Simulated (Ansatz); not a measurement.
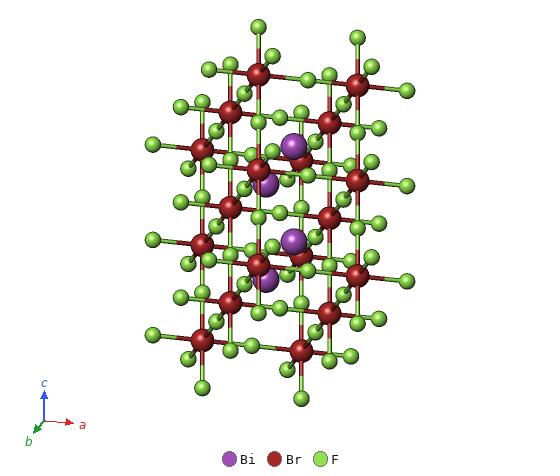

BiBrF3 (space group Pm-3m, No. 221): the geometry relaxed with Ansatz 0.2.0, DFT PBE, scalar-relativistic, plane waves, PAW; the starting structure was generated, so it need not be a known form of this composition.

Bonds are taken as Br–F below 2.6 Å. The graph is simplified in the usual way: terminal and isolated atoms are pruned, two-connected atoms become edges.

Question: What kind of net remains, and which atoms are its nodes?

Answer: A uninodal 6-connected, three-periodic net: Br is a 6-connected node. F becomes part of the edges. Bi drops out.

Question: Which named net is it?

Answer: It is the pcu net, known from NaCl, ReO3 and the B-X framework of perovskite.

Question: Is the net interpenetrated?

Answer: It is a single net, without interpenetration.

Question: Give the point symbol of each node (shortest cycle at each angle).

Answer: Br: 4¹²·6³.
